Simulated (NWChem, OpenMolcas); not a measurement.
# C3H8 (propane): methods side by side

C3H8: 11 atoms, total charge 0, spin state singlet. SMILES: `CCC`. Geometry: relaxed at PBE0-D4/def2-TZVP.

Quantity: the dipole moment, in D. The values are calculated.

**What was measured.** NIST CCCBDB gives the dipole moment of the gas as 0.08 D.

| level | kind | program | value (D) | computed − measured | CPU time |
| --- | --- | --- | --- | --- | --- |
| SVWN5/def2-SVP | LDA | NWChem | 0.06 | -0.02 | 15 s |
| BLYP/def2-SVP | GGA | NWChem | 0.06 | -0.02 | 34 s |
| PBE/def2-SVP | GGA | OpenMolcas | 0.06 | -0.02 | 42 s |
| revPBE/def2-SVP | GGA | NWChem | 0.06 | -0.02 | 34 s |
| M06-L/def2-SVP | meta-GGA | OpenMolcas | 0.05 | -0.03 | 57 s |
| TPSS/def2-SVP | meta-GGA | NWChem | 0.06 | -0.02 | 48 s |
| BHLYP/def2-SVP | global hybrid | OpenMolcas | 0.05 | -0.03 | 40 s |
| M06-2X/def2-SVP | hybrid meta-GGA | OpenMolcas | 0.05 | -0.03 | 60 s |

Nearest: SVWN5/def2-SVP (-0.02 D), BLYP/def2-SVP (-0.02 D), PBE/def2-SVP (-0.02 D), revPBE/def2-SVP (-0.02 D), TPSS/def2-SVP (-0.02 D); farthest: M06-L/def2-SVP (-0.03 D). The measured dipole is a vibrational average, so differences of a few hundredths of a debye mean little. Computed less measured by kind, in D (def2-SVP rows): LDA -0.02; GGA -0.02 to -0.02; meta-GGA -0.03 to -0.02; global hybrid -0.03 to -0.03. Magnitudes only: a small dipole may point the other way at some levels. CPU times are rough (shared hosts, several kinds of processor): they show what a rung costs within a factor of a few.

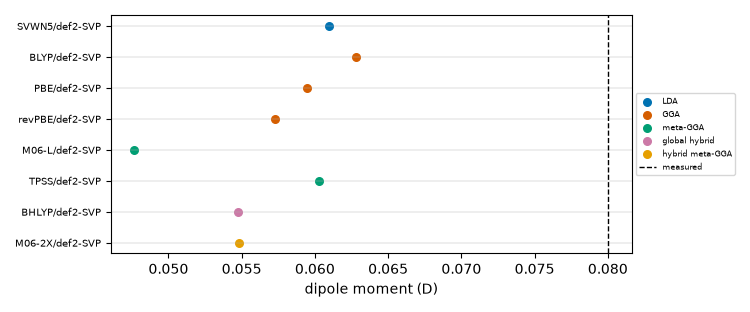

The values of the table, level by level.
